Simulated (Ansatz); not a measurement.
# B₂H₄OSi (SMILES BB[SiH]=O): what the fields show

```xyz
8

B    -1.2962    0.7977   -0.4679
B     0.1573    0.0877   -0.6698
Si    1.1195   -0.8460    0.8329
O     2.0525   -0.1099    1.8154
H    -1.3861    1.9427   -0.0890
H    -2.3312    0.1991   -0.6558
H     0.7464    0.1002   -1.7271
H     0.8562   -2.3214    0.9166
```

The calculation used Ansatz, RKS B3LYP/def2-SVP.

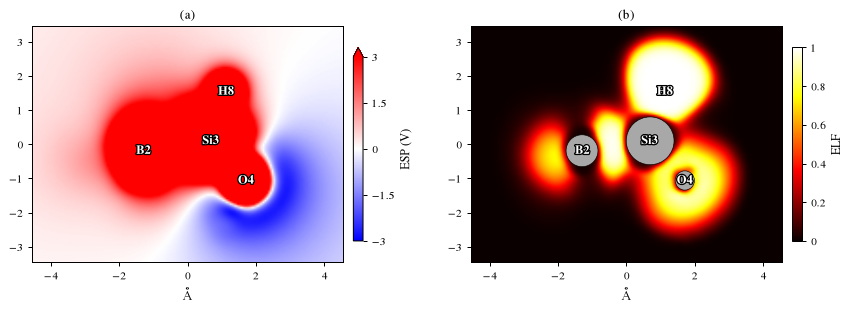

Figure 1. (a) molecular electrostatic potential; (b) ELF on the plane of atoms B2, Si3 and O4. Grey discs cover the atomic cores in the ELF map.

Question: Interpret the plot.

Answer: Atoms in the plane: B, Si, O and H. Si–O (1.54 Å): the ELF peaks at about 0.85 between the atoms, as expected for a polar covalent bond. Si–B (2.01 Å): the ELF peaks at about 1 between the atoms (a covalent bond). Si–H (1.50 Å): the ELF climbs to about 1 towards the hydrogen, as it does in any bond to H. The ELF also peaks beside O4, away from the bonds: lone-pair regions. Outside the dense part of the molecule the potential is most negative (−2.7 V) near O4.

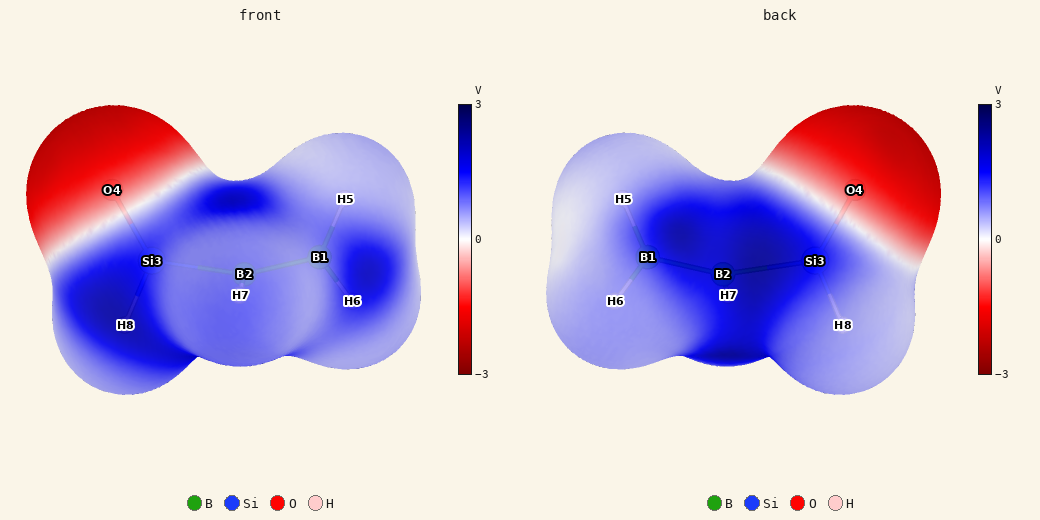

Figure 2. The electrostatic potential painted on the density surface at 0.002 e/bohr³, seen from the front and from behind; the colour scale runs from red (negative) to blue (positive).

Question: Describe the electrostatic potential map.

Answer: The most negative region (about −2.2 V) lies over O4, the most positive (about +2.3 V) over B2 and Si3. O4 is the likeliest acceptor of a hydrogen bond.

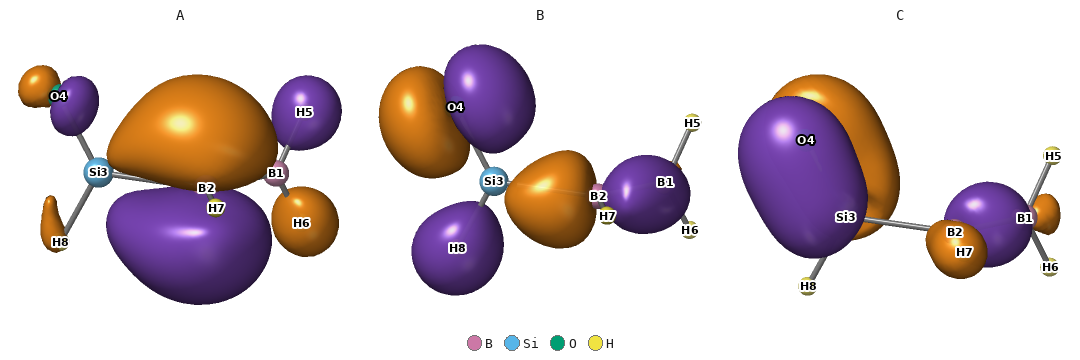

Figure 3. Three frontier orbitals at ±0.1 Å⁻³ᐟ² (orange and purple are the two phases), in no order.

Question: Which picture is the HOMO−1, the HOMO and the LUMO?

Answer: C is the HOMO−1 (−8.32 eV). It lies mainly on O4 (about 65 %) and Si3 (about 25 %). B is the HOMO (−7.28 eV). It lies mainly on O4 (about 60 %), Si3 (about 15 %), B2 (about 10 %) and H8 (about 10 %). A is the LUMO (−2.91 eV). It lies mainly on B2 (about 55 %), Si3 (about 15 %) and B1 (about 10 %).

Question: What is the HOMO–LUMO gap?

Answer: 4.37 eV between the orbital energies.
